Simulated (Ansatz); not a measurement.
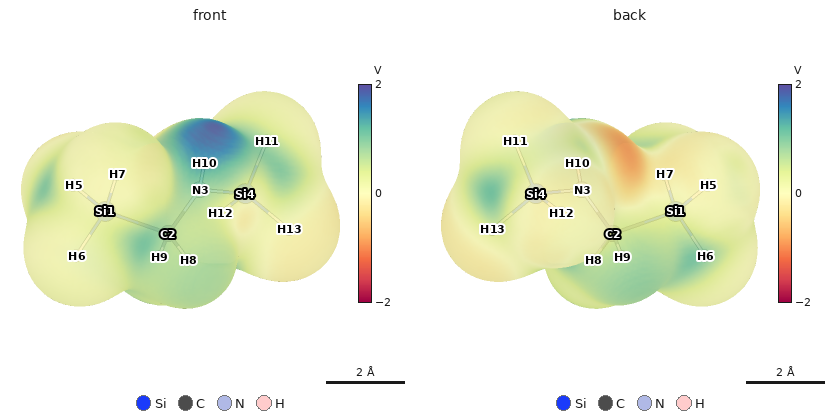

The picture shows: CH9NSi2 (SMILES [SiH3]CN[SiH3]). The molecular electrostatic potential painted on the density surface at 0.002 e/bohr³, seen from the front and from behind; red is negative and blue positive.

Geometry: PBE0-D4/def2-TZVP.

Theory: Ansatz 0.2.0, RKS PBE0-D4/def2-TZVPP.

Input

```
crystal:
  periodic: [false, false, false]
  atoms:
    - {symbol: Si, position_ang: [-0.405821, 2.111356, -0.299238]}
    - {symbol: C, position_ang: [-0.540295, 0.371911, 0.416653]}
    - {symbol: N, position_ang: [0.600418, -0.439522, 0.024420]}
    - {symbol: Si, position_ang: [0.533401, -2.154445, -0.064481]}
    - {symbol: H, position_ang: [-0.493398, 2.070783, -1.781585]}
    - {symbol: H, position_ang: [-1.480363, 2.989435, 0.239086]}
    - {symbol: H, position_ang: [0.917104, 2.680872, 0.082627]}
    - {symbol: H, position_ang: [-0.687494, 0.421244, 1.506232]}
    - {symbol: H, position_ang: [-1.454039, -0.079520, 0.012008]}
    - {symbol: H, position_ang: [1.492505, -0.008157, 0.208474]}
    - {symbol: H, position_ang: [1.842524, -2.624203, -0.586339]}
    - {symbol: H, position_ang: [-0.572733, -2.538278, -0.982294]}
    - {symbol: H, position_ang: [0.268790, -2.836277, 1.239238]}
basis:
  gaussian: {orbitals: def2-TZVPP}
hamiltonian: {xc: pbe0, dispersion: d4}
output: {orbitals: {seedname: orbitals}}
```

Run with:

```sh
ansatz run in.yaml --threads 4 --pin off --events-out ev --progress --plain --max-ram 10444MiB
```

> Which sites attract a positive test charge, and which a negative one?

A positive charge is drawn to the negative regions and a negative charge to the positive ones. The most negative region (about −0.8 V) lies over N3, the most positive (about +1.8 V) over H10.
